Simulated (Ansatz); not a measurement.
**Run report: C2H8BOSb, geometry relaxation (part 2 of 2)**

C2H8BOSb; RKS PBE-D4/def2-SVP (Ansatz 0.2.0). It belongs to a series of runs on one base structure; here: end point B relaxed.

Geometry of the input (Å):
```
C  -1.3705  0.6958  1.2208
B  0.1432  0.8980  1.3987
Sb 1.4693  0.8263  -0.3893
O  1.1574  -1.1332  -0.6831
C  0.2801  -1.2316  -1.8394
H  -1.6374  -0.2334  0.7573
H  -1.7668  1.5442  0.5435
H  -1.8859  0.8332  2.1871
H  0.6055  1.0729  2.5209
H  2.8887  0.4476  0.6670
H  0.0154  -2.2880  -1.9868
H  1.5497  -2.0397  -0.6160
H  -0.7193  -0.6381  -1.6887
```

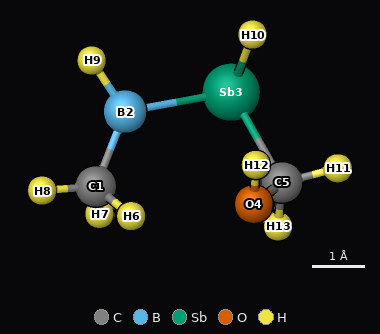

Fig. 1: The geometry at step 20 of the log (ball-and-stick view, seen at a tilt; atoms are numbered from 1 in the order of the input).

**Trajectory as extended XYZ, continued**
```
13
Properties=species:S:1:pos:R:3:forces:R:3 step=9 energy=-11453.94268
C    -1.3438    0.6476    1.1549   -0.0614   0.0052   0.0472
B     0.1835    0.9830    1.1988   -0.0718  -0.0030   0.0047
Sb    1.3696    1.0448   -0.7255    0.0957  -0.0170   0.0530
O     0.5490   -1.8235   -0.1108    0.2324  -0.1512  -0.8068
C     0.3934   -0.9129   -1.2091    0.0305  -0.6134   0.1865
H    -1.5525   -0.2420    0.5248    0.0046  -0.0336   0.0413
H    -1.8639    1.4819    0.6273   -0.0073   0.0450   0.0525
H    -1.8354    0.5022    2.1379    0.0338   0.0557  -0.0045
H     0.7656    1.2583    2.2331   -0.0115   0.0424   0.0085
H     2.6630    0.2044    0.0829    0.0275   0.0784  -0.1257
H     0.7338   -1.3460   -2.1841    0.0683   0.1545   0.2294
H     1.3575   -2.3570   -0.3045   -0.4664   0.4352   0.2310
H    -0.6904   -0.6869   -1.3336    0.1256   0.0017   0.0830
13
Properties=species:S:1:pos:R:3:forces:R:3 step=10 energy=-11454.02140
C    -1.3465    0.6362    1.1632   -0.0452   0.0091   0.0213
B     0.1884    0.9383    1.1926   -0.0305   0.0867   0.0322
Sb    1.3674    1.0322   -0.7340   -0.0412  -0.0120   0.0636
O     0.4415   -1.8580   -0.1500   -0.2506   0.2496  -0.4260
C     0.3864   -0.9263   -1.2228    0.0110  -0.4314   0.0200
H    -1.5880   -0.2435    0.5306    0.0190  -0.0243   0.0403
H    -1.8568    1.4889    0.6557    0.0055   0.0421   0.0461
H    -1.8213    0.4974    2.1552    0.0231   0.0335  -0.0059
H     0.7821    1.2019    2.2229   -0.0156   0.0048   0.0428
H     2.7171    0.2357    0.0206    0.0060   0.0029  -0.0735
H     0.7999   -1.3434   -2.1713    0.0079   0.0657   0.0524
H     1.3415   -2.2194   -0.1611    0.2236  -0.0622   0.1606
H    -0.6824   -0.6858   -1.4096    0.0870   0.0358   0.0260
13
Properties=species:S:1:pos:R:3:forces:R:3 step=11 energy=-11453.91395 accepted=F
C    -1.3639    0.6660    1.2092   -0.0249   0.0779   0.0079
B     0.1735    0.9584    1.2229    0.0331  -0.2434  -0.0406
Sb    1.3257    0.9927   -0.7309   -0.0107  -0.0132   0.0828
O     0.3531   -1.9448   -0.2543    3.2582  -0.1427   0.4407
C     0.4060   -0.9816   -1.2911   -0.2270  -0.1731  -0.0253
H    -1.6208   -0.2060    0.5705    0.0430   0.0017   0.0173
H    -1.8770    1.5337    0.7294   -0.0050   0.0061   0.0268
H    -1.8174    0.5189    2.2096    0.0026   0.0303   0.0013
H     0.7773    1.1805    2.2590    0.0035   0.1026  -0.0271
H     2.7317    0.2193   -0.0519   -0.0483   0.0116  -0.0058
H     0.9048   -1.3641   -2.2158   -0.0248   0.1038   0.0772
H     1.3797   -2.0959   -0.0159   -3.0378   0.2699  -0.4856
H    -0.6434   -0.7230   -1.5486    0.0381  -0.0314  -0.0696
13
Properties=species:S:1:pos:R:3:forces:R:3 step=12 energy=-11454.05309
C    -1.3463    0.6342    1.1846   -0.0706   0.0572   0.0646
B     0.1876    0.9348    1.2038   -0.0011   0.0084  -0.0049
Sb    1.3455    1.0310   -0.7359    0.0117  -0.0190   0.0452
O     0.3877   -1.8591   -0.1793   -0.0662   0.0860  -0.3274
C     0.3992   -0.9386   -1.2563   -0.0381  -0.2453   0.0330
H    -1.5969   -0.2561    0.5716    0.0412  -0.0330   0.0180
H    -1.8566    1.4824    0.6700   -0.0084   0.0367   0.0298
H    -1.8090    0.5185    2.1852   -0.0037   0.0129  -0.0126
H     0.7838    1.1903    2.2353    0.0038   0.0250   0.0174
H     2.7230    0.2470   -0.0193   -0.0005   0.0097  -0.0471
H     0.8658   -1.3557   -2.1790    0.0195   0.0522   0.0371
H     1.3006   -2.1843   -0.0860    0.0552   0.0190   0.1187
H    -0.6552   -0.6904   -1.5028    0.0574  -0.0098   0.0282
13
Properties=species:S:1:pos:R:3:forces:R:3 step=13 energy=-11454.07672
C    -1.3550    0.6487    1.2149   -0.0482   0.0426   0.0731
B     0.1810    0.9350    1.2217    0.0486   0.0140  -0.0088
Sb    1.3236    1.0126   -0.7276   -0.0461  -0.0530   0.0596
O     0.3482   -1.9137   -0.2487    0.7608  -0.0983   0.0236
C     0.4079   -0.9664   -1.2919   -0.0138  -0.1015  -0.0963
H    -1.6102   -0.2508    0.6168    0.0272  -0.0239  -0.0020
H    -1.8620    1.4963    0.6959   -0.0099   0.0099   0.0104
H    -1.8089    0.5504    2.2212   -0.0141   0.0077  -0.0130
H     0.7826    1.1995    2.2489    0.0098   0.0214   0.0007
H     2.7331    0.2475   -0.0539   -0.0219  -0.0007  -0.0141
H     0.9386   -1.3404   -2.2005   -0.0237   0.0135   0.0598
H     1.2865   -2.1383   -0.0155   -0.7489   0.1826  -0.1201
H    -0.6361   -0.7262   -1.5893    0.0803  -0.0144   0.0271
13
Properties=species:S:1:pos:R:3:forces:R:3 step=14 energy=-11454.09823
C    -1.3536    0.6518    1.2653   -0.0787   0.0995   0.0485
B     0.1787    0.9610    1.2368   -0.0110  -0.0381   0.0412
Sb    1.3030    1.0022   -0.7195    0.0154  -0.0258   0.0236
O     0.2985   -1.9177   -0.3069    0.3447  -0.0404  -0.0751
C     0.4278   -0.9739   -1.3463   -0.0703  -0.0536  -0.0291
H    -1.5838   -0.2931    0.7277    0.0282  -0.0068  -0.0081
H    -1.8850    1.4527    0.6952    0.0210  -0.0584   0.0045
H    -1.8059    0.6107    2.2775    0.0312  -0.0060  -0.0306
H     0.7926    1.2604    2.2484    0.0173   0.0310  -0.0261
H     2.7025    0.2179   -0.0465   -0.0145   0.0288  -0.0084
H     1.0377   -1.3378   -2.2078   -0.0244  -0.0056   0.0557
H     1.2086   -2.1284   -0.0016   -0.3420   0.0810  -0.0490
H    -0.5918   -0.7517   -1.7303    0.0832  -0.0055   0.0528
13
Properties=species:S:1:pos:R:3:forces:R:3 step=15 energy=-11454.10617
C    -1.3444    0.6414    1.3223   -0.2200  -0.0511  -0.0716
B     0.1830    0.9765    1.2647   -0.0099   0.2450   0.0728
Sb    1.2953    0.9873   -0.6963   -0.0286  -0.1072   0.0739
O     0.2141   -1.9549   -0.4054    0.2192   0.1550  -0.1500
C     0.4444   -0.9773   -1.3991   -0.1160  -0.0915  -0.1224
H    -1.5283   -0.3798    0.8931    0.0488   0.2783   0.0949
H    -1.8979    1.3522    0.6447    0.1756  -0.2728   0.1938
H    -1.8068    0.7060    2.3347    0.0844  -0.0282  -0.1976
H     0.7995    1.3988    2.2395   -0.0620  -0.1178  -0.1095
H     2.6970    0.2197   -0.0162    0.0123   0.0115  -0.0112
H     1.1294   -1.3190   -2.2179   -0.1191  -0.0132   0.1467
H     1.0832   -2.1606   -0.0047   -0.1701   0.0317  -0.0273
H    -0.5391   -0.7362   -1.8675    0.1854  -0.0397   0.1074
13
Properties=species:S:1:pos:R:3:forces:R:3 step=16 energy=-11454.11049
C    -1.3290    0.6268    1.3409   -0.1759   0.0923  -0.1357
B     0.1778    1.0494    1.2657    0.0412  -0.3147   0.1368
Sb    1.2996    0.9738   -0.6882    0.0289   0.0866  -0.0960
O     0.1404   -1.9341   -0.4393    0.2707   0.0339  -0.0398
C     0.4520   -0.9785   -1.4305   -0.1632  -0.0532   0.0202
H    -1.4525   -0.4113    0.9293    0.0839   0.2790   0.0806
H    -1.9261    1.2855    0.6497    0.1348  -0.2440   0.1895
H    -1.7891    0.6814    2.3531    0.0622   0.0027  -0.1554
H     0.8030    1.4429    2.2465   -0.0879   0.0456  -0.1652
H     2.7135    0.2239   -0.0160   -0.0317   0.0013   0.0386
H     1.1657   -1.3564   -2.2085   -0.0908   0.0744   0.1538
H     0.9737   -2.1351    0.0384   -0.2520   0.0503  -0.1209
H    -0.4996   -0.7142   -1.9492    0.1798  -0.0542   0.0935
13
Properties=species:S:1:pos:R:3:forces:R:3 step=17 energy=-11454.12635
C    -1.3115    0.6038    1.3345   -0.0742   0.0815  -0.0543
B     0.1945    1.0238    1.2537   -0.0660  -0.0716   0.0708
Sb    1.3058    0.9907   -0.7038   -0.0278   0.0476   0.0033
O     0.0937   -1.9056   -0.4362    0.1786   0.0277   0.0247
C     0.4403   -0.9589   -1.4201   -0.0406  -0.0658  -0.1222
H    -1.4232   -0.4414    0.9527    0.0569   0.1218   0.0127
H    -1.9117    1.2305    0.6253    0.0856  -0.1456   0.0956
H    -1.7753    0.6811    2.3404    0.0389   0.0003  -0.0672
H     0.8132    1.4378    2.2240   -0.0183   0.0047  -0.0520
H     2.7080    0.2378   -0.0126    0.0008  -0.0162   0.0081
H     1.1801   -1.3451   -2.1669   -0.1065   0.0177   0.0893
H     0.9055   -2.1028    0.0748   -0.1657   0.0238  -0.0891
H    -0.4901   -0.6978   -1.9739    0.1382  -0.0259   0.0804
13
Properties=species:S:1:pos:R:3:forces:R:3 step=18 energy=-11454.13045
C    -1.2998    0.5918    1.3361   -0.0249   0.0781   0.0023
B     0.2011    1.0212    1.2555   -0.1066   0.0224  -0.0136
Sb    1.3039    1.0052   -0.7073    0.0565  -0.0456   0.0338
O     0.0610   -1.8814   -0.4393    0.0871   0.0015   0.0109
C     0.4446   -0.9496   -1.4217   -0.1076  -0.0029  -0.1059
H    -1.3843   -0.4641    0.9860    0.0325   0.0219  -0.0162
H    -1.9038    1.1759    0.6002    0.0456  -0.0808   0.0409
H    -1.7730    0.6918    2.3335    0.0120  -0.0038  -0.0165
H     0.8147    1.4516    2.2181    0.0246  -0.0092   0.0064
H     2.6974    0.2406   -0.0088    0.0202   0.0175  -0.0018
H     1.1802   -1.3612   -2.1559   -0.0394   0.0493   0.0665
H     0.8574   -2.0990    0.0828   -0.0636   0.0075  -0.0341
H    -0.4700   -0.6687   -1.9873    0.0634  -0.0560   0.0273
13
Properties=species:S:1:pos:R:3:forces:R:3 step=19 energy=-11454.12682 accepted=F
C    -1.3038    0.6168    1.3280    0.0687  -0.1813   0.1027
B     0.1978    1.0331    1.2441   -0.1038   0.1567   0.0205
Sb    1.3140    0.9980   -0.7044    0.0744  -0.0706  -0.0191
O     0.0628   -1.8885   -0.4404    0.0353   0.0189  -0.0023
C     0.4385   -0.9564   -1.4233    0.0223   0.1115  -0.0754
H    -1.3412   -0.4406    0.9688   -0.0288  -0.0267   0.0383
H    -1.9584    1.1578    0.6147    0.0307   0.0871  -0.1171
H    -1.7567    0.6791    2.3363   -0.0191   0.0129   0.0189
H     0.8178    1.4423    2.2135    0.0166  -0.0427  -0.0096
H     2.6960    0.2260    0.0158   -0.0115   0.0190  -0.0254
H     1.1741   -1.3613   -2.1603   -0.0401   0.0223   0.0564
H     0.8609   -2.0905    0.0844   -0.0501  -0.0199  -0.0179
H    -0.4723   -0.6618   -1.9853    0.0054  -0.0871   0.0299
13
Properties=species:S:1:pos:R:3:forces:R:3 step=20 energy=-11454.13380
C    -1.2978    0.5963    1.3376    0.0023   0.0325   0.0050
B     0.1993    1.0312    1.2564   -0.0403   0.0105  -0.0122
Sb    1.3099    1.0012   -0.7021   -0.0081  -0.0034   0.0109
O     0.0510   -1.8830   -0.4475    0.0133   0.0124   0.0064
C     0.4355   -0.9473   -1.4251    0.0129  -0.0183  -0.0441
H    -1.3582   -0.4652    0.9983    0.0176  -0.0023  -0.0012
H    -1.9115    1.1519    0.5920    0.0148  -0.0287  -0.0052
H    -1.7736    0.6980    2.3325   -0.0041  -0.0009   0.0060
H     0.8176    1.4530    2.2199    0.0150  -0.0025   0.0096
H     2.7049    0.2403   -0.0016   -0.0047  -0.0065  -0.0066
H     1.1827   -1.3519   -2.1492   -0.0236   0.0127   0.0227
H     0.8428   -2.0947    0.0818   -0.0189  -0.0071  -0.0112
H    -0.4732   -0.6758   -2.0010    0.0237   0.0016   0.0199
13
Properties=species:S:1:pos:R:3:forces:R:3 step=21 energy=-11454.13728
C    -1.2918    0.5993    1.3413   -0.0081   0.0417  -0.0294
B     0.2000    1.0439    1.2603   -0.0060   0.0156   0.0047
Sb    1.3150    1.0044   -0.6948    0.0040   0.0173  -0.0048
O     0.0263   -1.8691   -0.4572   -0.0116  -0.0045  -0.0074
C     0.4303   -0.9356   -1.4287   -0.0010   0.0040   0.0059
H    -1.2985   -0.4841    1.0704    0.0000  -0.0413   0.0077
H    -1.9097    1.0656    0.5417    0.0112  -0.0115   0.0050
H    -1.7927    0.7433    2.3183    0.0033   0.0000   0.0039
H     0.8219    1.4563    2.2261    0.0050  -0.0101   0.0045
H     2.7047    0.2327    0.0034   -0.0030  -0.0054   0.0016
H     1.1803   -1.3441   -2.1459   -0.0077  -0.0025   0.0066
H     0.8129   -2.1064    0.0680    0.0113  -0.0027  -0.0006
H    -0.4695   -0.6522   -2.0110    0.0024  -0.0006   0.0024
13
Properties=species:S:1:pos:R:3:forces:R:3 step=22 energy=-11454.13412 accepted=F
C    -1.2836    0.6050    1.3396   -0.2235  -0.1214  -0.3024
B     0.2027    1.0602    1.2655    0.0169  -0.0048  -0.0010
Sb    1.3238    1.0111   -0.6840    0.0234   0.0220  -0.0174
O     0.0005   -1.8545   -0.4673    0.0213  -0.0168   0.0174
C     0.4193   -0.9173   -1.4289   -0.0171   0.0141   0.0351
H    -1.2200   -0.5119    1.1766   -0.0373   0.2784   0.0811
H    -1.9022    0.9423    0.4630    0.2156  -0.1053   0.3318
H    -1.8217    0.8167    2.2883    0.0453  -0.0483  -0.1084
H     0.8284    1.4520    2.2385   -0.0290  -0.0168  -0.0060
H     2.7034    0.2218    0.0151   -0.0018  -0.0031   0.0021
H     1.1670   -1.3275   -2.1462    0.0040  -0.0108  -0.0060
H     0.7865   -2.1262    0.0432   -0.0094   0.0171  -0.0232
H    -0.4746   -0.6176   -2.0114   -0.0087  -0.0044  -0.0031
13
Properties=species:S:1:pos:R:3:forces:R:3 step=23 energy=-11454.13869
C    -1.2895    0.6026    1.3363   -0.0053   0.0050  -0.0226
B     0.2004    1.0514    1.2611    0.0118  -0.0088   0.0176
Sb    1.3191    1.0081   -0.6907    0.0152   0.0138  -0.0138
O     0.0224   -1.8657   -0.4567    0.0113  -0.0051   0.0074
C     0.4251   -0.9284   -1.4250   -0.0140   0.0097   0.0135
H    -1.2717   -0.4923    1.1057    0.0025   0.0008   0.0191
H    -1.9051    1.0233    0.5116   -0.0031  -0.0009  -0.0072
H    -1.8042    0.7701    2.3023    0.0016  -0.0028   0.0023
H     0.8232    1.4497    2.2329   -0.0093  -0.0089  -0.0069
H     2.7035    0.2270    0.0078   -0.0013  -0.0012   0.0044
H     1.1690   -1.3363   -2.1480    0.0041  -0.0042  -0.0018
H     0.8135   -2.1177    0.0556   -0.0050   0.0054  -0.0088
H    -0.4763   -0.6380   -2.0008   -0.0085  -0.0029  -0.0032
13
Properties=species:S:1:pos:R:3:forces:R:3 step=24 energy=-11454.13971
C    -1.2866    0.6059    1.3277   -0.0761  -0.0361  -0.0858
B     0.2045    1.0491    1.2617   -0.0077   0.0322   0.0033
Sb    1.3278    1.0124   -0.6875    0.0042   0.0123   0.0042
O     0.0212   -1.8571   -0.4521    0.0404  -0.0175   0.0223
C     0.4148   -0.9165   -1.4210    0.0073  -0.0042  -0.0033
H    -1.2423   -0.5035    1.1587   -0.0109   0.0864   0.0277
H    -1.8964    0.9665    0.4663    0.0679  -0.0414   0.1025
H    -1.8199    0.8112    2.2781    0.0189  -0.0141  -0.0444
H     0.8232    1.4342    2.2414   -0.0069  -0.0232  -0.0052
H     2.7031    0.2197    0.0165    0.0017  -0.0090  -0.0085
H     1.1516   -1.3231   -2.1526   -0.0136  -0.0040   0.0002
H     0.8206   -2.1221    0.0417   -0.0332   0.0166  -0.0234
H    -0.4922   -0.6226   -1.9870    0.0080   0.0020   0.0103
13
Properties=species:S:1:pos:R:3:forces:R:3 step=25 energy=-11454.14040
C    -1.2890    0.6101    1.3219   -0.0808  -0.0114  -0.1042
B     0.2016    1.0545    1.2602    0.0219  -0.0590   0.0183
Sb    1.3308    1.0160   -0.6861    0.0134   0.0095  -0.0179
O     0.0297   -1.8550   -0.4456    0.0228  -0.0106   0.0091
C     0.4134   -0.9128   -1.4168   -0.0137   0.0021   0.0103
H    -1.2359   -0.5027    1.1749    0.0029   0.0965   0.0276
H    -1.8953    0.9498    0.4502    0.0571  -0.0376   0.1035
H    -1.8288    0.8276    2.2655    0.0131  -0.0153  -0.0349
H     0.8243    1.4112    2.2480   -0.0173   0.0073  -0.0097
H     2.7041    0.2138    0.0120   -0.0039   0.0019   0.0032
H     1.1397   -1.3198   -2.1582    0.0013   0.0075   0.0007
H     0.8343   -2.1229    0.0371   -0.0133   0.0101  -0.0092
H    -0.4996   -0.6159   -1.9710   -0.0036  -0.0012   0.0033
13
Properties=species:S:1:pos:R:3:forces:R:3 step=26 energy=-11454.14160
C    -1.2918    0.6141    1.3100   -0.0313  -0.0004  -0.0688
B     0.2024    1.0472    1.2574    0.0367  -0.0414   0.0307
Sb    1.3384    1.0187   -0.6865   -0.0243  -0.0015   0.0089
O     0.0475   -1.8604   -0.4352    0.0004   0.0331  -0.0057
C     0.4059   -0.9072   -1.4057    0.0221  -0.0192  -0.0127
H    -1.2398   -0.5004    1.1871    0.0119   0.0545   0.0176
H    -1.8891    0.9389    0.4302    0.0136  -0.0141   0.0340
H    -1.8390    0.8472    2.2443    0.0036  -0.0070   0.0019
H     0.8234    1.3840    2.2534   -0.0217   0.0039  -0.0109
H     2.7085    0.2078    0.0084   -0.0050  -0.0007   0.0037
H     1.1200   -1.3032   -2.1645   -0.0063  -0.0113  -0.0080
H     0.8620   -2.1224    0.0324    0.0132  -0.0016   0.0065
H    -0.5189   -0.6105   -1.9393   -0.0127   0.0057   0.0030
13
Properties=species:S:1:pos:R:3:forces:R:3 step=27 energy=-11454.14242
C    -1.2988    0.6263    1.2820    0.0452  -0.0378   0.0351
B     0.2066    1.0237    1.2598   -0.0188   0.0183   0.0154
Sb    1.3504    1.0207   -0.6824    0.0088  -0.0164   0.0230
O     0.1003   -1.8539   -0.4025    0.0393   0.0240  -0.0768
C     0.3952   -0.8967   -1.3939   -0.0252  -0.0313   0.0139
H    -1.2465   -0.4937    1.2249    0.0055   0.0405   0.0049
H    -1.8707    0.9091    0.3762   -0.0322   0.0119  -0.0483
H    -1.8673    0.9012    2.1919    0.0061   0.0007   0.0143
H     0.8143    1.3227    2.2773   -0.0185  -0.0184  -0.0444
H     2.7094    0.1875    0.0092    0.0047  -0.0025  -0.0141
H     1.0571   -1.2900   -2.2036   -0.0409   0.0326   0.0653
H     0.9442   -2.1114    0.0148   -0.0269   0.0161  -0.0180
H    -0.5648   -0.5913   -1.8618    0.0529  -0.0378   0.0298
13
Properties=species:S:1:pos:R:3:forces:R:3 step=28 energy=-11454.14332
C    -1.3014    0.6302    1.2889    0.0096  -0.0208  -0.0053
B     0.2027    1.0296    1.2601    0.0048  -0.0026   0.0128
Sb    1.3476    1.0182   -0.6796   -0.0102  -0.0099   0.0070
O     0.0975   -1.8644   -0.4148    0.0276   0.0360  -0.0301
C     0.3977   -0.8997   -1.3956   -0.0070  -0.0394  -0.0038
H    -1.2474   -0.4891    1.2230    0.0023   0.0329   0.0072
H    -1.8799    0.9179    0.3867   -0.0058   0.0000  -0.0014
H    -1.8637    0.8989    2.2049    0.0053  -0.0027  -0.0033
H     0.8141    1.3308    2.2733   -0.0123  -0.0072  -0.0171
H     2.7103    0.1853    0.0048   -0.0023   0.0010  -0.0012
H     1.0721   -1.2844   -2.1973   -0.0238   0.0119   0.0268
H     0.9376   -2.1174    0.0122   -0.0162   0.0073  -0.0092
H    -0.5579   -0.6020   -1.8745    0.0280  -0.0063   0.0176
13
Properties=species:S:1:pos:R:3:forces:R:3 step=29 energy=-11454.14345
C    -1.3025    0.6316    1.2880    0.0042  -0.0104  -0.0082
B     0.2021    1.0282    1.2596    0.0029  -0.0033   0.0086
Sb    1.3477    1.0176   -0.6790   -0.0045  -0.0038   0.0031
O     0.1009   -1.8648   -0.4147    0.0241   0.0269  -0.0196
C     0.3981   -0.8993   -1.3949   -0.0109  -0.0319  -0.0022
H    -1.2485   -0.4877    1.2274    0.0014   0.0209   0.0057
H    -1.8807    0.9158    0.3843   -0.0025  -0.0014   0.0036
H    -1.8647    0.9037    2.2030    0.0044  -0.0026  -0.0041
H     0.8134    1.3262    2.2732   -0.0075  -0.0044  -0.0077
H     2.7103    0.1837    0.0040   -0.0009   0.0014   0.0007
H     1.0700   -1.2827   -2.1988   -0.0152   0.0080   0.0167
H     0.9421   -2.1170    0.0105   -0.0142   0.0048  -0.0067
H    -0.5588   -0.6012   -1.8704    0.0187  -0.0045   0.0102
13
Properties=species:S:1:pos:R:3:forces:R:3 step=30 energy=-11454.14357
C    -1.3046    0.6347    1.2844   -0.0029   0.0056  -0.0084
B     0.2016    1.0242    1.2588   -0.0009  -0.0060   0.0010
Sb    1.3490    1.0165   -0.6780    0.0013   0.0124  -0.0031
O     0.1100   -1.8646   -0.4127    0.0122   0.0050  -0.0037
C     0.3969   -0.8980   -1.3937   -0.0067  -0.0170   0.0074
H    -1.2507   -0.4848    1.2393   -0.0001   0.0018   0.0022
H    -1.8805    0.9088    0.3762    0.0014  -0.0023   0.0084
H    -1.8683    0.9169    2.1955    0.0023  -0.0020  -0.0038
H     0.8119    1.3117    2.2752   -0.0002   0.0012   0.0033
H     2.7111    0.1806    0.0033   -0.0004  -0.0017   0.0002
H     1.0622   -1.2784   -2.2034   -0.0008   0.0006  -0.0008
H     0.9547   -2.1135    0.0068   -0.0094   0.0000  -0.0028
H    -0.5639   -0.6001   -1.8598    0.0042   0.0024   0.0002
```

**Key numbers**

```json
{"quantity": "outcome", "value": "converged"}
{"quantity": "total energy", "value": "−11454.1436 eV"}
{"quantity": "mean-field energy", "value": "−11453.8460 eV"}
{"quantity": "largest force (length of the vector) at the end", "value": "0.020 eV/Å"}
{"quantity": "hardware", "value": "2 threads of Intel Xeon (Granite Rapids), 16 GiB of memory available, shared host"}
{"quantity": "wall time", "value": "44 s (CPU time 85 s)"}
{"quantity": "peak memory", "value": "0.19 GiB"}
```
